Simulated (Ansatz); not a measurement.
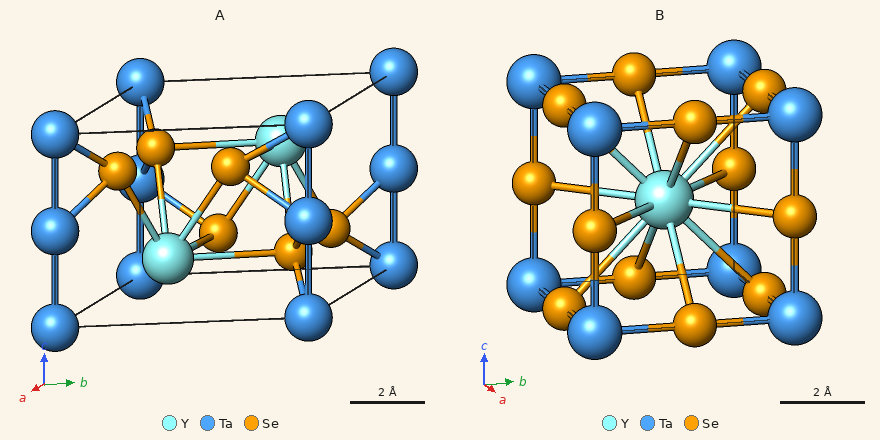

Two structures of YTaSe3, each relaxed to rest (conventional cells in solid outline, small ones repeated, not to one scale). Method: Ansatz, DFT PBE, scalar-relativistic, plane waves, PAW, without spin polarisation.

### Which two forms are compared?

A: 10 atoms a cell on a primitive hexagonal lattice, P6_3/mmc. B: cubic perovskite, Pm-3m.

### Which structure wins energetically, and by what margin?

A is lower, by 244 meV/atom at this level of theory (energies at zero smearing). Volumes: A 23.2, B 25.1 Å³/atom.

One or both may be structure types tried for this composition rather than known phases.
